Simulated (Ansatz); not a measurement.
# SrTiO3: molecular dynamics, part 2 of 2

Purpose: to heat the crystal hard, then run on and watch the hot state. Runs: 90 steps of 0.75 fs under a Langevin thermostat at 4200 K; 110 steps of 0.75 fs under a Langevin thermostat and barostat at 2940 K and 0 GPa. The start is the crystal (I4/mcm).

Ansatz 0.2.0; DFT r2SCAN, plane waves, PAW, scalar-relativistic, no spin polarisation.

### Step 7. More of the same log: dynamics from the last frame of the run before

Output, continued (excerpt; [...] marks lines left out):

```text
md step    14: t =    10.50 fs  T =  3338.6 K  F+E_penalty+E_count = -31092.26810395 eV  E_kin = 8.630960 eV  conserved = -31084.63226137 eV  P_inst = 13.8799 GPa  V = 241.7523 Å³  selection 1  (6 SCF iters)
[...]
md step    26: t =    19.50 fs  T =  3668.1 K  F+E_penalty+E_count = -31093.65064896 eV  E_kin = 9.482895 eV  conserved = -31084.63207087 eV  P_inst = 5.3198 GPa  V = 247.9466 Å³  selection 1  (7 SCF iters)
[...]
md step    38: t =    28.50 fs  T =  3206.6 K  F+E_penalty+E_count = -31092.18238988 eV  E_kin = 8.289703 eV  conserved = -31084.63006626 eV  P_inst = 2.9565 GPa  V = 255.1947 Å³  selection 1  (7 SCF iters)
[...]
md step    50: t =    37.50 fs  T =  2594.2 K  F+E_penalty+E_count = -31090.36452002 eV  E_kin = 6.706527 eV  conserved = -31084.62900604 eV  P_inst = 1.6021 GPa  V = 263.6159 Å³  selection 2  (10 SCF iters)
[...]
  atom   8  O     -0.23052717    -1.92253666    -1.10551761
[...]
--- Stress (GPa, compression-positive) ---
      -11.658751       1.451705      -0.346868
        1.451705      -8.444059       1.794053
       -0.346866       1.794054      -3.043106
  P = ⅓ Tr σ = -7.7153 GPa (-77.153 kbar)
--- MD trajectory: 110 steps, t = 0.0 → 82.5 fs ---
  final state: T = 3233.9 K   F+E_penalty+E_count = -31088.58415424 eV   E_kin = 8.360209 eV
  conserved energy: peak-to-peak 5.213e-3 eV (2.607e-4 eV/atom) at the most on one of 3 selections of grids, which stood over 33.8 fs
  cell: V = 299.8632 Å³ at the end; means of 111 rows, the approach among them: V = 268.3257 Å³, P_inst = 1.7235 GPa
  mean static stress (GPa): xx -2.6368  yy -1.4161  zz -0.2667  yz 0.8520  xz 0.9548  xy -0.8114
  the result is of one more SCF, on plane waves selected at the last cell: its energy does not rank with the rows'
settings of this run that can trade accuracy for cost: accuracy: low. Do not mix this run's numbers with those of runs without the same settings; the input reference describes each key
```

Run time: 34 min. Hardware: 2 threads of Arm Neoverse V1, shared host; peak memory 1.3 GiB.

### Step 8. What the atoms did

One step in 8; energies are changes from step 0; msd is the mean square displacement from the start, the centre of mass held:

```csv
time (fs),T (K),potential energy change (meV/atom),conserved energy change (meV/atom),volume (Å³/atom),pressure (GPa),msd O (Å²),msd Ti (Å²),msd Sr (Å²)
0.0,2793,0.0,0.00,11.96,17.4,0.000,0.000,0.000
6.0,2675,-0.9,0.15,12.01,18.0,0.019,0.004,0.002
12.0,3450,-120.2,-0.07,12.13,12.0,0.071,0.015,0.008
18.0,3674,-164.0,-0.05,12.34,6.2,0.164,0.032,0.019
24.0,3399,-126.3,0.05,12.58,3.7,0.286,0.055,0.034
30.0,3103,-72.0,0.05,12.83,2.6,0.409,0.084,0.053
36.0,2803,-8.8,0.09,13.11,1.9,0.502,0.127,0.075
42.0,2656,25.6,0.13,13.39,1.5,0.553,0.179,0.102
48.0,2717,18.7,0.01,13.68,1.1,0.555,0.240,0.131
54.0,2823,27.8,0.06,13.99,0.5,0.527,0.288,0.163
60.0,2943,7.5,0.00,14.32,-4.6,0.497,0.315,0.196
66.0,3141,12.2,0.01,14.61,-9.7,0.469,0.324,0.233
72.0,3311,59.9,0.08,14.82,-10.1,0.449,0.327,0.275
78.0,2963,87.0,0.07,14.95,-7.8,0.437,0.336,0.314
82.5,3234,94.0,0.06,14.99,-4.7,0.432,0.350,0.340
```

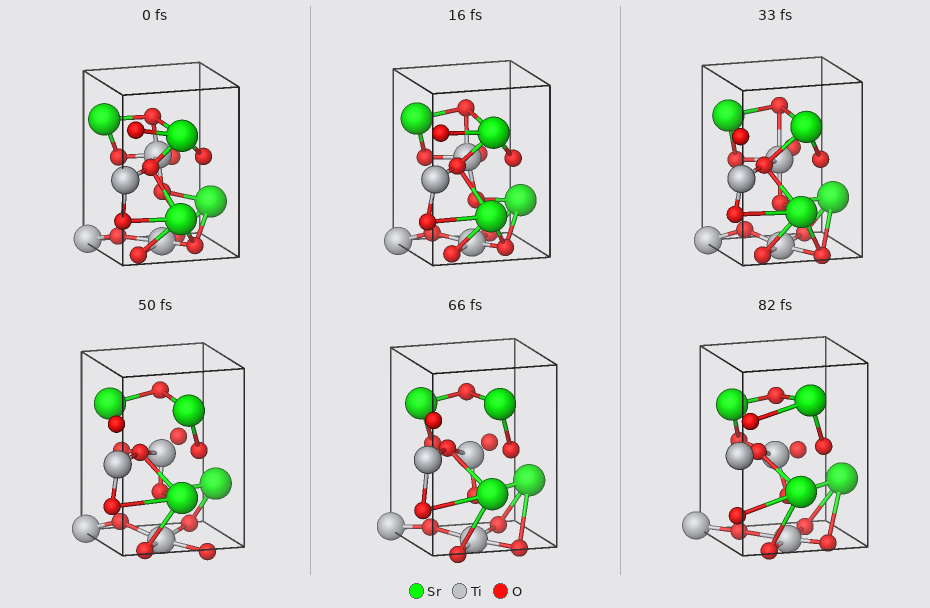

Six frames of the run, seen slightly off an axis. Each atom of the cell is drawn once. Atoms are followed across the cell's faces. Sticks are the contacts of the first frame, kept unless stretched by 40 %.

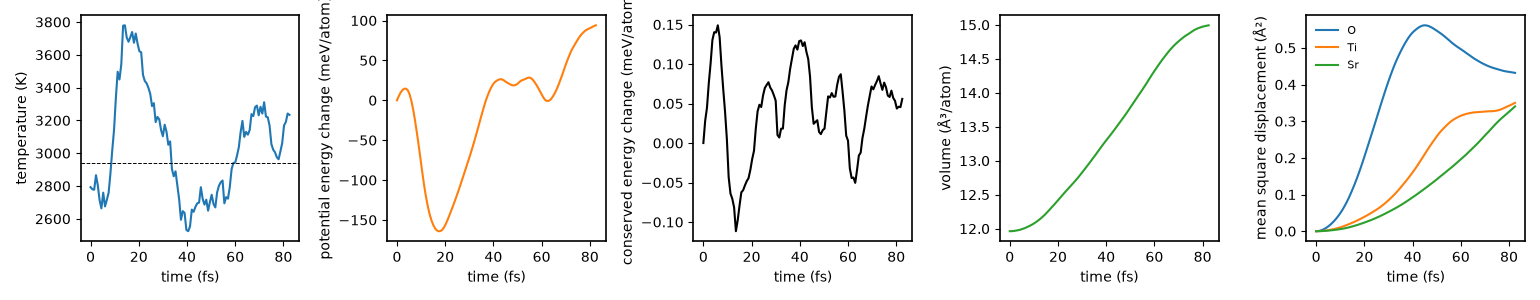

Time series of the run, each on its own scale. The dashed line is the set temperature.

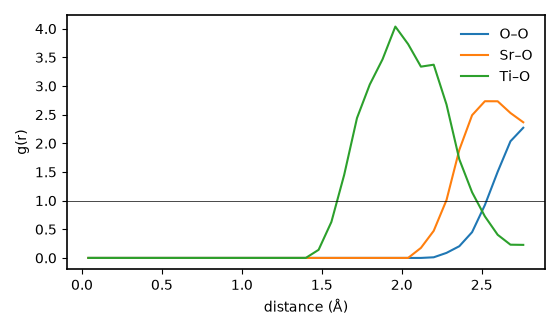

Pair distribution functions over the second half of the run, in bins of 0.08 Å, lightly smoothed, out to 2.9 Å.

First peaks of g(r) that rise above 1 (not always the tallest), and, where a minimum follows, the mean number of second-named atoms round a first-named one up to the next minimum:

```csv
pair,peak (Å),height,minimum (Å),neighbours
Ti–O,1.96,4.0,-,-
```

### Step 9. Snapshots as a file

Extended XYZ, with forces in eV/Å:

```xyz
20
Lattice="5.571 0.000 0.000 0.000 5.571 0.000 0.000 0.000 7.914" Properties=species:S:1:pos:R:3:forces:R:3 pbc="T T T" time_fs=16.5 T=3708 dE=-3.2597
Sr   -0.513    2.833    1.896    3.134   -0.913    1.309
Sr    2.772    0.204    1.846   -0.841   -2.002    0.811
Ti    0.045   -0.352   -0.125   -0.096    2.456    2.702
Ti    0.014   -0.102    3.798   -3.005    0.936   -1.003
O     4.273    1.550    4.142   -0.559    0.223    0.764
O     1.275    1.302   -0.005   -1.302   -0.651   -0.519
O     1.449    1.046    4.085    0.118    1.562   -0.519
O     3.800    1.247    0.129    2.044    0.342   -2.402
O     0.167   -0.411    5.982   -1.066    1.111   -0.394
O    -0.311    0.029    1.834    1.587    0.096    3.264
Sr    2.864    0.141    5.705    0.379   -0.930    2.008
Sr    0.121    2.821    6.000   -1.419   -1.994    0.448
Ti    2.505    2.768    4.069    3.195    1.575   -2.139
Ti    2.704    2.689    0.136   -0.896   -0.057   -0.960
O     1.246    3.976    0.421   -1.287    0.936   -0.408
O     3.640    4.498    3.799    0.602   -1.501    0.887
O     4.005    4.053    0.209    1.518    1.056   -1.111
O     0.870    3.841    3.957    1.113   -0.827   -1.040
O     2.876    2.614    2.107   -2.943    0.050    1.808
O     2.591    3.214    6.238   -0.273   -1.468   -3.505
20
Lattice="5.672 0.000 0.000 0.000 5.672 0.000 0.000 0.000 8.058" Properties=species:S:1:pos:R:3:forces:R:3 pbc="T T T" time_fs=33.0 T=3072 dE=-0.8304
Sr   -0.445    3.001    1.986    1.016   -1.773    0.949
Sr    2.797    0.265    2.030   -0.821   -1.624   -0.272
Ti    0.040   -0.450   -0.093   -2.248    2.684   -0.843
Ti   -0.198   -0.175    3.855    1.814    1.317    5.222
O     4.264    1.891    4.025   -0.644   -2.599    0.689
O     1.300    1.282   -0.058    0.169   -0.275   -0.776
O     1.358    1.209    4.098   -0.019    0.637    0.623
O     4.091    1.163   -0.246   -0.020    1.661    1.095
O    -0.395   -0.643    5.910    1.974    2.041    2.322
O    -0.461   -0.093    2.216   -0.275    0.632   -4.547
Sr    3.003    0.152    5.960   -0.662   -0.287   -0.207
Sr    0.212    2.871    6.121   -1.488   -2.109   -1.174
Ti    2.622    2.833    3.933    0.310   -0.740   -0.814
Ti    2.646    2.696   -0.002    1.631   -0.602   -0.863
O     1.378    4.000    0.554   -2.092    2.441   -1.870
O     3.692    4.186    4.146    1.582    3.754   -2.403
O     4.274    4.174    0.172    0.440   -0.535    0.370
O     1.044    4.237    3.755    0.464   -1.819    0.251
O     2.588    2.581    1.977    1.318    0.302    0.945
O     2.846    3.486    6.276   -2.448   -3.107    1.303
20
Lattice="5.786 0.000 0.000 0.000 5.786 0.000 0.000 0.000 8.219" Properties=species:S:1:pos:R:3:forces:R:3 pbc="T T T" time_fs=49.5 T=2702 dE=0.3925
Sr   -0.372    3.156    2.109    1.308   -1.299    0.060
Sr    2.829    0.262    2.216   -1.306   -1.256   -0.319
Ti    0.002   -0.402   -0.053   -2.752    3.356   -0.633
Ti   -0.390   -0.216    4.082    3.656    1.362   -0.783
O     4.155    1.791    4.001    0.805   -2.163    1.022
O     1.396    1.242   -0.309    1.127    1.112   -0.093
O     1.261    1.503    4.168    0.762    0.119    0.564
O     4.385    1.291   -0.572   -0.464    1.974    2.198
O    -0.603   -0.680    6.046    3.784    1.132   -0.018
O    -0.625   -0.132    2.140    1.433    0.793    0.479
Sr    3.135    0.206    6.228   -2.365   -1.186   -1.317
Sr    0.273    2.821    6.216   -1.718   -0.694   -1.042
Ti    2.773    2.943    3.732   -3.220   -0.224    2.088
Ti    2.669    2.692   -0.211    1.626   -1.666    5.119
O     1.252    4.278    0.421    2.470   -1.472   -0.652
O     4.067    4.408    4.123   -1.600   -0.609   -1.635
O     4.532    4.231    0.121   -2.241   -1.567    0.270
O     1.324    4.297    3.684   -1.407    1.040    1.121
O     2.595    2.624    2.036    1.165    0.399   -2.316
O     2.846    3.363    6.551   -1.063    0.849   -4.113
20
Lattice="5.903 0.000 0.000 0.000 5.903 0.000 0.000 0.000 8.386" Properties=species:S:1:pos:R:3:forces:R:3 pbc="T T T" time_fs=66.0 T=3141 dE=0.2431
Sr   -0.298    3.241    2.232    0.290   -0.668   -1.309
Sr    2.823    0.217    2.399   -0.324   -0.470   -0.710
Ti   -0.133   -0.199    0.005   -0.311   -2.709    1.278
Ti   -0.370   -0.189    4.285    1.266    1.465    0.758
O     4.148    1.484    4.097    0.383    0.085    0.418
O     1.583    1.372   -0.528   -0.615   -0.620    1.423
O     1.224    1.766    4.316    1.326   -0.439   -2.054
O     4.591    1.631   -0.492   -1.074   -1.608    0.636
O    -0.256   -0.643    6.186   -0.417    1.938   -2.139
O    -0.539    0.011    1.919    1.569    0.461   -0.927
Sr    3.205    0.243    6.515   -0.785   -2.049   -1.344
Sr    0.305    2.744    6.245   -1.040    1.096    0.382
Ti    2.743    3.077    3.619   -1.507   -1.183    3.421
Ti    2.784    2.676   -0.192    2.523    3.564   -2.000
O     1.331    4.496    0.111   -0.929    0.667    0.685
O     4.188    4.627    3.795   -0.488   -1.940    0.459
O     4.447    4.142    0.077    0.742    2.553    0.089
O     1.426    4.446    3.959   -0.578    0.312   -1.337
O     2.876    2.711    1.833   -0.504    0.189    1.589
O     2.671    3.355    6.490    0.474   -0.645    0.682
20
Lattice="5.954 0.000 0.000 0.000 5.954 0.000 0.000 0.000 8.459" Properties=species:S:1:pos:R:3:forces:R:3 pbc="T T T" time_fs=82.5 T=3234 dE=1.8800
Sr   -0.207    3.283    2.296   -1.049   -0.667   -1.897
Sr    2.743    0.161    2.522    0.049    0.334   -1.278
Ti   -0.322   -0.143    0.036    2.980   -2.228   -2.949
Ti   -0.243   -0.073    4.432   -1.336    0.421   -2.704
O     4.173    1.185    4.315    1.733   -0.644    0.253
O     1.666    1.435   -0.383    0.345    0.568    0.616
O     1.326    1.978    4.107   -2.079   -3.025   -0.695
O     4.578    1.777   -0.289   -0.231   -1.923   -1.105
O     0.193   -0.284    6.032   -1.486    0.956    1.773
O    -0.242    0.255    1.611    0.175    0.489    4.897
Sr    3.217    0.203    6.690   -1.787   -1.408   -0.758
Sr    0.313    2.642    6.205   -0.339    1.078    1.671
Ti    2.535    3.130    3.633    3.438    2.144    0.935
Ti    2.997    2.769   -0.197   -1.014    1.465   -1.392
O     1.323    4.640   -0.103   -1.282    0.267    0.882
O     4.030    4.374    3.514    1.777    0.559    1.891
O     4.365    4.371   -0.048    0.449    2.285   -0.250
O     1.316    4.633    4.072   -0.434   -0.333   -2.382
O     3.019    2.780    1.800   -1.647   -0.429    1.943
O     2.567    3.127    6.368    1.737    0.091    0.549
```

Reading of run 2. Against a set 2940 K the second half averages 2959 K, going from 2554 to 3234 K over that half. The conserved energy strays from its start by at most 0.15 meV/atom, under 0.1 % of the mean kinetic energy, so a step of 0.75 fs is short enough over this time. The atom that moves most swings out by 1.33 Å (the median distance to the nearest neighbour, bonds to H left out, is 1.86 Å), and none ends a neighbour distance from its start. The volume changes by +25.3 % from first to last step, and is still moving at the end, so it is no equilibrium value. Counted from the crystal's sites, with the common drift removed, the atoms stand 0.46 Å away over the last tenth of the run (root mean square), 23 % of the neighbour distance: near the range, 10 to 20 % and a little above, in which crystals usually melt.

### Step 10. Results

The summary covers parts 1 to 2.

```
                                     quantity                                     value
                                run 1: length                       90 steps of 0.75 fs
      run 1: temperature, first and last step                           3990 and 4516 K
              run 1: temperature, second half          mean 3268 K, from 2447 to 4868 K
         run 1: potential energy, second half  +399 meV/atom from this run's first step
 run 1: mean square displacement, second half            O 0.224, Ti 0.063, Sr 0.060 Å²
                                run 2: length                      110 steps of 0.75 fs
      run 2: temperature, first and last step                           2793 and 3234 K
              run 2: temperature, second half          mean 2959 K, from 2554 to 3311 K
         run 2: potential energy, second half   +37 meV/atom from this run's first step
run 2: largest change of the conserved energy                             0.15 meV/atom
           run 2: volume, first and last step                   11.96 and 14.99 Å³/atom
 run 2: mean square displacement, second half            O 0.493, Ti 0.295, Sr 0.213 Å²
```

**Reading.** Mean temperatures of the second halves: 3268 K, 2959 K. In the last run: counted from the crystal's sites, with the common drift removed, the atoms stand 0.46 Å away over the last tenth of the run (root mean square), 23 % of the neighbour distance: near the range, 10 to 20 % and a little above, in which crystals usually melt. Averages from a run of 82 fs with 20 atoms are rough. Accuracy level and mesh were kept low to afford the steps.
